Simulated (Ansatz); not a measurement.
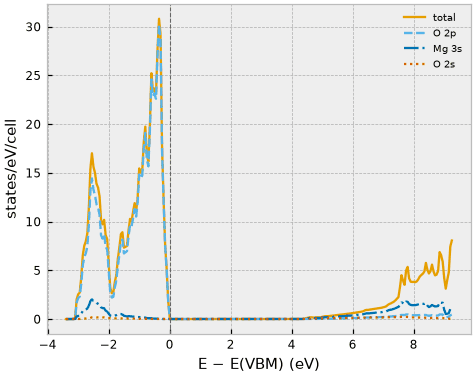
Total and projected density of states of MgO in space group P3m1 (No. 156; Pearson symbol hP12), r²SCAN (plane waves, PAW; program Ansatz)

**Question.** Which orbitals carry the states next to the gap?

**Answer.** Top 1 eV of the valence band: O 2p 98 %. Bottom 1 eV of the conduction band: Mg 3s 64 %, O 2s 26 %, O 2p 8 %. Projections are on Löwdin-orthogonalised atomic valence shells; empty p or d shells of many metals are not among them.

**Question.** Where is the tallest occupied peak in this window, and what makes it?

**Answer.** Near -0.3 eV, about 31 states/eV per cell; the largest projected share is O 2p.

The workflow started from a Materials Project entry (that database holds measured and hypothetical structures alike); the Crystallography Open Database copy checked does not list it. It is not the phase usual at ambient conditions (space group No. 225). The cell was relaxed with r²SCAN under the symmetry of its start; its stability against distortions is not shown here.

Potentials: the later of the program's two PAW sets.
